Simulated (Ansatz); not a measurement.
**C2H6BSi (charge +1): density, localisation and related maps**

Input

```
crystal:
  periodic: [false, false, false]
  atoms:
    - { symbol: B, position_ang: [-0.85139, 1.71801, -0.05524] }
    - { symbol: C, position_ang: [-0.1702, 0.61497, -0.57954] }
    - { symbol: C, position_ang: [1.0568, -0.18239, -0.14584] }
    - { symbol: Si, position_ang: [-0.12222, -1.39109, 0.6578] }
    - { symbol: H, position_ang: [-1.44225, 2.62815, 0.30746] }
    - { symbol: H, position_ang: [-0.51595, 0.34649, -1.5775] }
    - { symbol: H, position_ang: [1.70289, 0.38424, 0.52283] }
    - { symbol: H, position_ang: [1.64107, -0.53149, -0.99653] }
    - { symbol: H, position_ang: [-0.74725, -2.41837, -0.1619] }
    - { symbol: H, position_ang: [-0.55151, -1.16853, 2.02847] }
total_charge: 1
basis:
  gaussian: { orbitals: def2-SVP }
hamiltonian:
  xc: pbe0
relax:
  f_tol: 0.015
  max_steps: 40
output:
  orbitals: {}
```

Command:

```sh
ansatz run input.yaml --threads 1 --pin off --max-ram 2048MiB --backend cpu --events-out ev --progress --plain --runs-dir out
```

The fields are those of the relaxed geometry.

The calculation used Ansatz, RKS PBE0/def2-SVP.

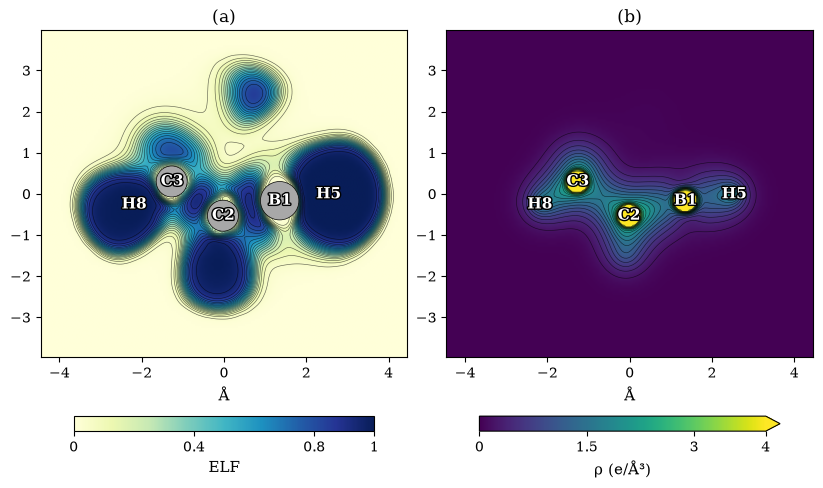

Figure 1. (a) electron localisation function; (b) total electron density on the plane of atoms B1, C2 and C3. Grey discs cover the atomic cores in the ELF map.

**What do the fields say about this system?**

- Atoms in the plane: B, C and H.
- C–B (1.43 Å): ρ at the midpoint is about 1.7 e/Å³; the ELF peaks at about 0.90 between the atoms: localised, covalent bonding.
- C–C (1.50 Å): the density is about 1.6 e/Å³ at the midpoint; the ELF peaks at about 0.95 between the atoms; a shared electron pair.
- C–H (1.09 Å): ρ at the midpoint is about 2 e/Å³; the ELF climbs to about 1 towards the hydrogen, as it does in any bond to H; an ordinary covalent bond to hydrogen.
- B–H (1.19 Å): ρ is about 1.3 e/Å³ halfway; the ELF climbs to about 1 towards the hydrogen: a covalent bond by its length.

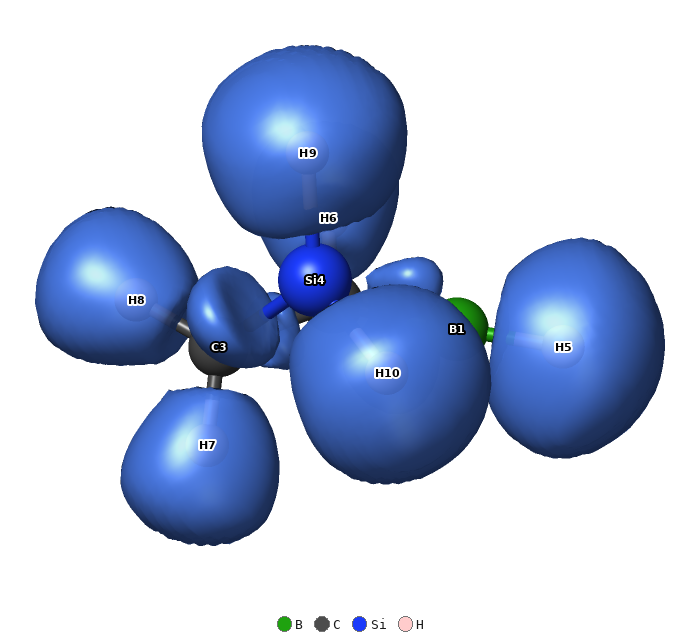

Figure 2. Isosurface of the ELF at 0.8 (blue), seen from one side. Only the valence region is drawn (cores and ρ < 0.01 e/Å³ removed).

**Where are the electrons localised?**

The ELF exceeds this value in one region between bonded B–C atoms (shared pairs), one region between bonded C–C atoms (shared pairs), one region between bonded C–Si atoms (shared pairs) and six regions around hydrogen nuclei.

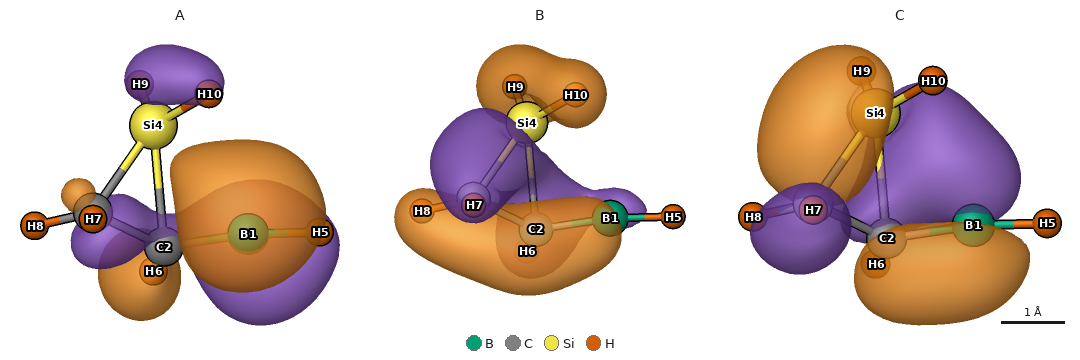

Figure 3. Three frontier orbitals at ±0.1 Å⁻³ᐟ² (orange and purple are the two phases), in no order.

**Which picture is the HOMO−1, the HOMO and the LUMO?**

B is the HOMO−1 (−15.32 eV). It lies mainly on C3 (about 30 %), C2 (about 25 %), Si4 (about 20 %), B1 (about 5 %) and H9 (about 5 %). C is the HOMO (−13.41 eV). It lies mainly on Si4 (about 30 %), B1 (about 20 %), C2 (about 20 %) and C3 (about 20 %). A is the LUMO (−7.62 eV). Its weight (Hirshfeld) is mainly on B1 (about 60 %), C2 (about 10 %), Si4 (about 10 %), H5 (about 5 %) and H6 (about 5 %).

**What is the HOMO–LUMO gap?**

5.79 eV between the orbital energies.
